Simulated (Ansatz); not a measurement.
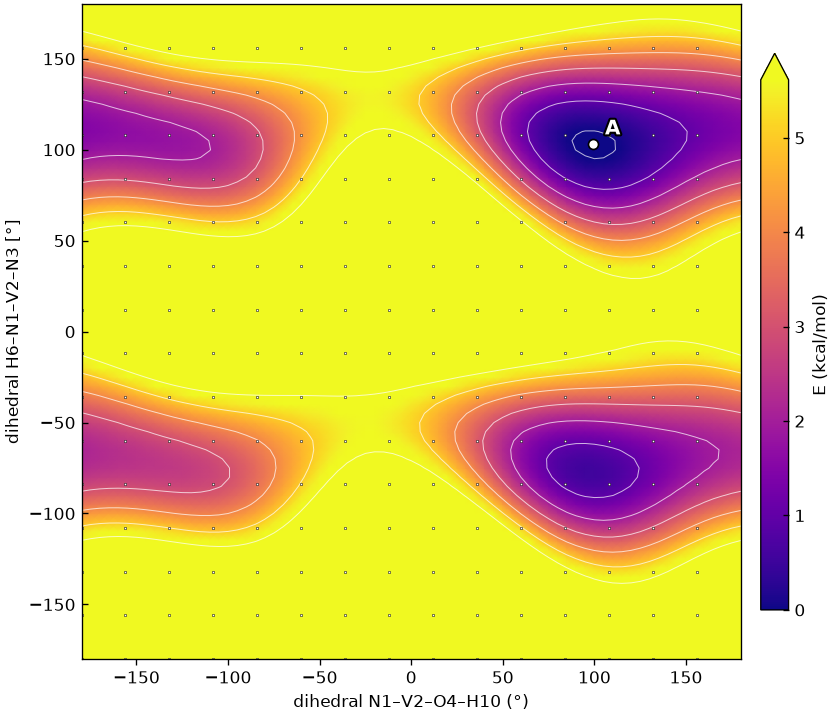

H₅N₂OSV, SMILES [NH2][V]([NH2])([OH])=[S]. 
- The first coordinate is: dihedral N1–V2–O4–H10; the second: dihedral H6–N1–V2–N3.
- Nothing is relaxed (all other coordinates rigid).
- The grid has 15 × 15 points.
- Energies: kcal/mol, counted from the lowest grid point.
- The calculation used RKS PBE0-D4/def2-SVP (Ansatz).

Drawn: a smooth colour map with a few white contour lines, dots at the grid points, one colour for all values above the top of the scale, the well A. Between grid points the surface is interpolated.

**Where is the minimum, and how stiff is the well along each coordinate? Take the well at A.**

The interpolated minimum is at dihedral N1–V2–O4–H10 ≈ 99°, dihedral H6–N1–V2–N3 ≈ 103°. The curvatures there are about 0.23 eV/rad² and 0.57 eV/rad², with a cross term of about 0.06 eV/rad². Round the minimum the valley is somewhat tilted: raising dihedral N1–V2–O4–H10 shifts the best value of dihedral H6–N1–V2–N3 downwards (coupling k₁₂/√(k₁₁k₂₂) about 0.2). (1 eV is 23.1 kcal/mol.)
